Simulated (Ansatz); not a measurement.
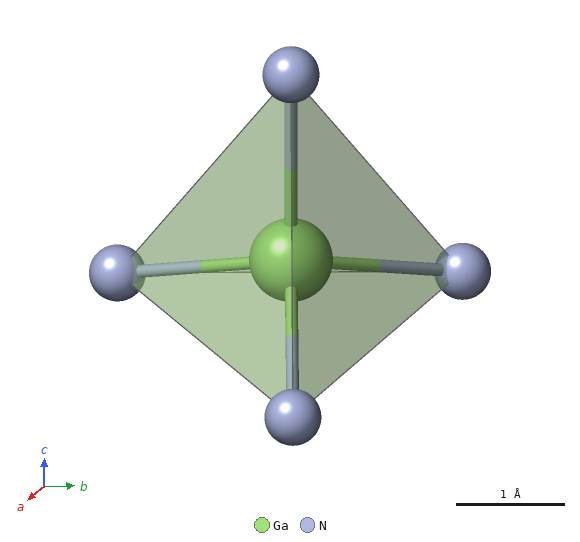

Coordination of Ga in GaN (P6_3mc). Shape measures S are computed against regular polyhedra or, for capped shapes, the nearer of the equal-edge and equal-bond forms. Source: the end point of a relaxation with Ansatz 0.2.0, DFT PBE, scalar-relativistic, plane waves, PAW.

What geometry does the central atom have?

GaN4: an essentially ideal tetrahedron (coordination number 4, S = 0.00; next best see-saw, S = 9.7).

Does the central atom sit at the centroid of its ligands?

Yes, to within 0.01 Å; the site symmetry is 3m.

How long are the bonds?

3 × Ga–N 1.97 Å and 1 × Ga–N 1.98 Å. The next neighbour, not counted, lies at 3.21 Å.
